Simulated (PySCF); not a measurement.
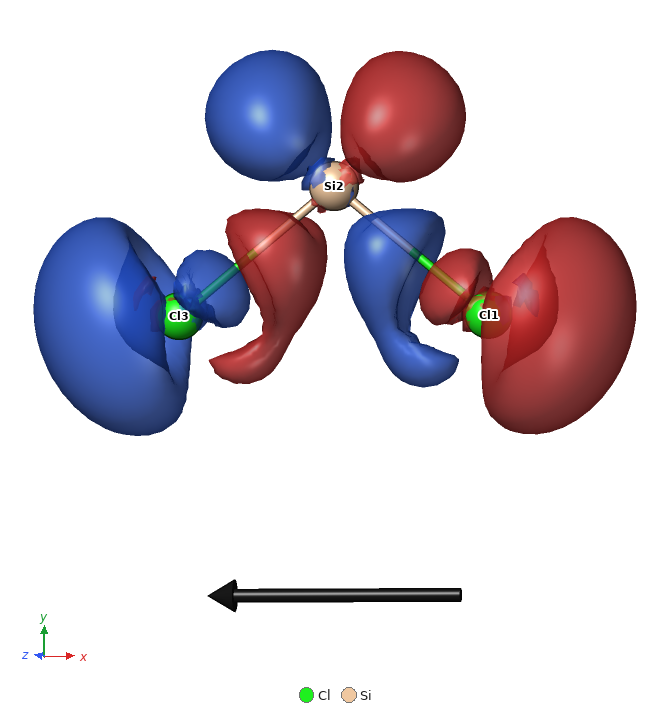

Figure. Cl2Si, SMILES `Cl[Si]Cl`. Change of the electron density in a uniform field of 0.41 V/Å along −x (arrow), surfaces at ±0.004 e/Å³ (red: gain, blue: loss).

PySCF calculation, CAM-B3LYP/def2-SVPD, gas phase; geometry: GFN2-xTB. No frequency check shows the geometry to be a minimum. GFN2-xTB bond lengths at metals and heavier atoms can be off by up to 0.1 Å and shapes distorted, which carries into these values.

Input script:

```python
import numpy as np
from pyscf import gto, scf, dft
from pyscf.scf import atom_ks, atom_hf
from scipy.linalg import block_diag

def solve(mol, dm0=None, hcore=None):
    mf = (dft.UKS if mol.spin else dft.RKS)(mol, xc='camb3lyp')
    mf.grids.level = 3
    mf = mf.density_fit(auxbasis='def2-universal-jkfit')
    mf.conv_tol, mf.max_cycle = 1e-8, 80
    if hcore is not None:
        mf.get_hcore = lambda *args: hcore
    mf.kernel(dm0)
    if not mf.converged:
        mf = mf.newton().run(mf.mo_coeff, mf.mo_occ, max_cycle=30)
    assert mf.converged, 'SCF not converged'
    return mf

mol = gto.M(atom='''
Cl     1.58440    -0.38037     0.00000
Si     0.00005     0.92372     0.00000
Cl    -1.58445    -0.38034     0.00000
''', basis='def2-svpd', charge=0, spin=0, verbose=4)
field = np.array([-0.008, -0.0, -0.0])  # atomic units
mol.set_common_orig(mol.atom_charges() @ mol.atom_coords() / mol.atom_charges().sum())
mf = solve(mol)
out = dict(dm0=mf.make_rdm1(), d0=mf.dip_moment(unit='AU'), e0=mf.e_tot)
for name, sign in (('p', 1), ('m', -1)):
    h = mf.get_hcore() + sign * np.einsum('x,xij->ij', field, mol.intor('int1e_r'))
    mi = solve(mol, mf.make_rdm1(), h)
    out.update({'dm' + name: mi.make_rdm1(), 'd' + name: mi.dip_moment(unit='AU'), 'e' + name: mi.e_tot})
# spherically averaged free atoms, for the promolecule
atm = atom_ks.get_atm_nrks(mol, xc='camb3lyp')
pro = block_diag(*[(atm[a[0]][2] * atm[a[0]][3]) @ atm[a[0]][2].T for a in mol._atom])
np.savez('result.npz', pro=pro, **out)
```

Launched as:

```sh
OMP_NUM_THREADS=1 python input.py
```

The run took 4.2 s on 1 thread of AMD EPYC 9R45 96-Core Processor (Zen 5), with other jobs on the host, peak memory 0.34 GiB.

Partitions, critical points and surface values were worked out afterwards from this run's density.

How large is the response?

Answer. The induced dipole is 1.40 D (along the field); α along this axis, from the fields in both directions, is 69 bohr³ (10.2 Å³).

Which atoms gain and lose the most charge?

Answer. Electrons gather most on Cl1 (Hirshfeld charge changes by −0.045 e) and leave Cl3 most (+0.046 e); 0.105 electrons are displaced in all.
